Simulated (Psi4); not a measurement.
# BH4O− (SMILES [BH3-]O): PBE0/6-31G(d) (spherical functions, sweep point 4)

Aim: the vertical electron affinity of BH4O− at PBE0/6-31G* (spherical functions, sweep point 4), from 2 runs. 

The calculation is run with Psi4 1.11.

4 further runs of the same task are left out: 4 set aside as unsound or not needed.

### 1 The system as given

BH4O−: 6 atoms, total charge -1, spin state singlet. SMILES: `[BH3-]O`. Geometry: relaxed at GFN2-xTB.

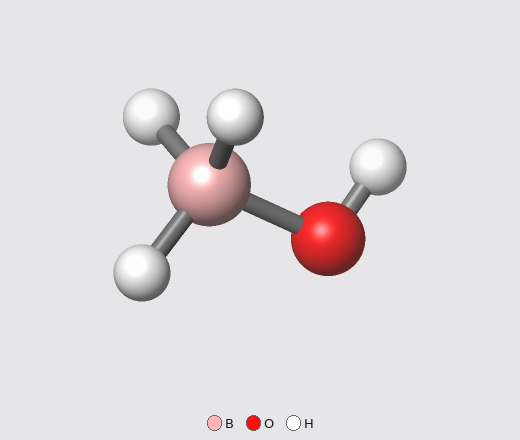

The structure, seen from a chosen angle (boron pink, oxygen red, hydrogen white).

### 2 The energy at PBE0/6-31G(d) (spherical functions, sweep point 4)

bh4o.dat reads:

```
memory 1600 MB

molecule geom {
  -1 1
  B     -0.074670    -0.173680    -0.316420
  O     -0.013550     1.016190     0.603980
  H      1.062740    -0.650510    -0.499740
  H     -0.542300     0.195170    -1.379270
  H     -0.789000    -1.072510     0.169030
  H      0.356770     0.685330     1.422430
  units angstrom
  symmetry c1
}

set globals {
  puream               true
  scf_type             pk
  dft_radial_points    50
  dft_spherical_points 194
}

e = energy("pbe0/6-31G*")
print_variables()
```

Started as:

```sh
psi4 -n 1 bh4o.dat bh4o.out
```

bh4o.out:

```text
[...]
  Running in c1 symmetry.
[...]
  Nuclear repulsion =   33.272252130286205
[...]
  Multiplicity = 1
[...]
  Nalpha       = 9
  Nbeta        = 9
[...]
    Number of basis functions: 36
[...]
   @RKS iter   1:  -102.13265839520038   -4.03193e-01   1.88533e-02 DIIS/ADIIS
[...]
   @RKS iter   7:  -102.36125007857439   -4.69604e-08   9.41291e-07 DIIS
[...]
    Orbital Energies [Eh]
    ---------------------
    Doubly Occupied:
       1A    -18.931332     2A     -6.479670     3A     -0.737790
       4A     -0.273447     5A     -0.192694     6A     -0.100569
       7A     -0.099562     8A     -0.034392     9A      0.006185
[...]
  @RKS Final Energy:  -102.36125007857439
   => Energetics <=
    Nuclear Repulsion Energy =             33.2722521302862049
    One-Electron Energy =                -209.8370010263173810
    Two-Electron Energy =                  85.0562936868512338
    DFT Exchange-Correlation Energy =     -10.8527948693944403
    Empirical Dispersion Energy =           0.0000000000000000
    VV10 Nonlocal Energy =                  0.0000000000000000
    Total Energy =                       -102.3612500785743862
[...]
 Multipole Moments:
 ------------------------------------------------------------------------------------
     Multipole            Electronic (a.u.)      Nuclear  (a.u.)        Total (a.u.)
 ------------------------------------------------------------------------------------
 L = 1.  Multiply by 2.5417464519 to convert [e a0] to [Debye]
 Dipole X            :          0.0007343            0.2395688            0.2403031
 Dipole Y            :          2.4864036           -1.8370673            0.6493363
 Dipole Z            :          1.5741522           -0.4962490            1.0779032
 Magnitude           :                                                    1.2811161
[...]
```

Run time: 5.7 s. Hardware: 1 thread of Intel Xeon at 2.50GHz (Skylake/Cascade Lake), shared host; peak memory 0.26 GiB.

### 3 Doublet [BH4O]2−

bh4o.inp reads:

```
memory 1.6 GB

molecule {
  -2 2
  B     -0.074670    -0.173680    -0.316420
  O     -0.013550     1.016190     0.603980
  H      1.062740    -0.650510    -0.499740
  H     -0.542300     0.195170    -1.379270
  H     -0.789000    -1.072510     0.169030
  H      0.356770     0.685330     1.422430
  symmetry c1
}

set reference uks
set puream true
set scf_type pk
set dft_radial_points 50
set dft_spherical_points 194
set maxiter 150

energy('pbe0/6-31G*')
print_variables()
```

Started as:

```sh
psi4 -n 1 bh4o.inp bh4o.out
```

bh4o.out:

```text
[...]
  Running in c1 symmetry.
[...]
  Nuclear repulsion =   33.272252130286205
[...]
  Multiplicity = 2
[...]
  Nalpha       = 10
  Nbeta        = 9
[...]
    Number of basis functions: 36
[...]
   @UKS iter   1:  -101.53429833200332    1.95167e-01   2.44864e-02 ADIIS/DIIS
[...]
   @UKS iter  10:  -101.96419110131690   -2.16392e-09   2.11038e-07 DIIS
[...]
   @S^2 Observed:                7.514625291E-01
[...]
    Orbital Energies [Eh]
    ---------------------
    Alpha Occupied:
       1A    -18.634307     2A     -6.254881     3A     -0.451369
       4A     -0.028544     5A      0.061618     6A      0.140832
       7A      0.148097     8A      0.199459     9A      0.260710
      10A      0.480919
    Alpha Virtual:
      11A      0.621344    12A      0.650602    13A      0.653205
      14A      0.675272    15A      0.899197    16A      0.902211
      17A      1.021134    18A      1.152112    19A      1.324903
      20A      1.363264    21A      1.415338    22A      1.449958
      23A      1.504880    24A      1.512810    25A      1.632669
[...]
  @UKS Final Energy:  -101.96419110131690
   => Energetics <=
    Nuclear Repulsion Energy =             33.2722521302862049
    One-Electron Energy =                -214.0341090423075343
    Two-Electron Energy =                  89.8434838185369387
    DFT Exchange-Correlation Energy =     -11.0458180078325068
    Empirical Dispersion Energy =           0.0000000000000000
    VV10 Nonlocal Energy =                  0.0000000000000000
    Total Energy =                       -101.9641911013168993
[...]
 Multipole Moments:
 ------------------------------------------------------------------------------------
     Multipole            Electronic (a.u.)      Nuclear  (a.u.)        Total (a.u.)
 ------------------------------------------------------------------------------------
 L = 1.  Multiply by 2.5417464519 to convert [e a0] to [Debye]
 Dipole X            :         -0.5342759            0.2395688           -0.2947071
 Dipole Y            :          2.7748205           -1.8370673            0.9377532
 Dipole Z            :          0.2724203           -0.4962490           -0.2238287
 Magnitude           :                                                    1.0081333
[...]
```

Run time: 8.2 s. Hardware: 1 thread of Intel Xeon at 2.50GHz (Skylake/Cascade Lake), shared host; peak memory 0.26 GiB.

### 4 Outcome

Level: PBE0/6-31G* (spherical functions, sweep point 4).

| quantity | value |
| --- | --- |
| singlet BH4O−: total energy | -102.36125 Eh |
| singlet BH4O−: HOMO energy | 0.17 eV |
| singlet BH4O−: LUMO energy | 8.71 eV |
| singlet BH4O−: HOMO–LUMO gap (to an unbound level, set by the basis) | 8.54 eV |
| doublet [BH4O]2−: total energy | -101.96419 Eh |
| doublet [BH4O]2−: HOMO energy (highest over α and β) | 13.09 eV |
| doublet [BH4O]2−: LUMO energy (lowest over α and β) | 16.09 eV |
| doublet [BH4O]2−: ⟨S²⟩ | 0.751 |
| vertical electron affinity (to the doublet dianion) | -10.805 eV |

In words: The dianion lies 10.80 eV (1042 kJ/mol) above the anion: the electron isn't bound at this level, and such a value depends on the basis. Without diffuse functions anions come out too high. The HOMO (singlet BH4O−) lies at positive energy, 0.17 eV; only total energies tell whether the electron is bound. The HOMO (doublet [BH4O]2−) lies at positive energy, 13.09 eV; only total energies tell whether the electron is bound.
